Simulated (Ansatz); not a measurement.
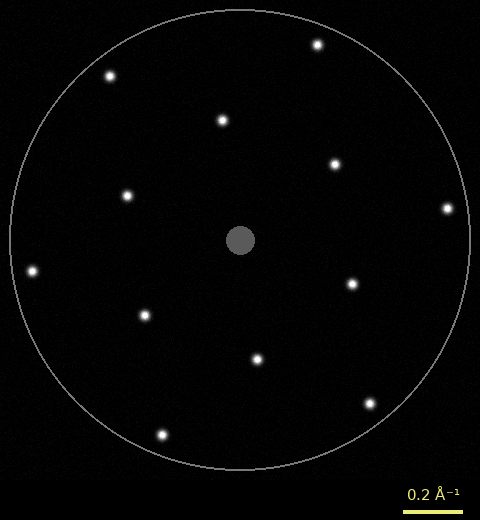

Simulated LEED pattern at 140 eV and normal incidence, from the upper face of a slab model. Spot positions follow from the surface net; brightness is a rough single-scattering estimate from the outer layers, good only for telling present from absent.

Find the real-space surface cell from the pattern.

Answer. The spots form a centred rectangular reciprocal net (close to hexagonal) with shortest vectors 0.413 and 0.413 Å⁻¹ at 60.3°. The primitive real-space mesh has edges 2.78 and 2.78 Å at 60.3° (or its supplement) and area 6.7 Å².

The slab has composition Ag (2 atoms a cell, 0.0 Å thick). Structure: the input geometry of an electronic-structure calculation (not necessarily at equilibrium); the starting structure was generated, so it need not be a known form of this composition.

```
Ag
1.0
     2.79724    0.00000    0.00000
     0.00000    4.81564    0.00000
     0.00000    0.00000   23.80000
Ag
2
Direct
  0.25000 0.75000 0.29412
  0.75000 0.25000 0.29412
```

Which atoms form the outermost layer?

Answer. The highest atoms of the upper face (within 0.6 Å of the top) are Ag; the spot positions alone do not show this.
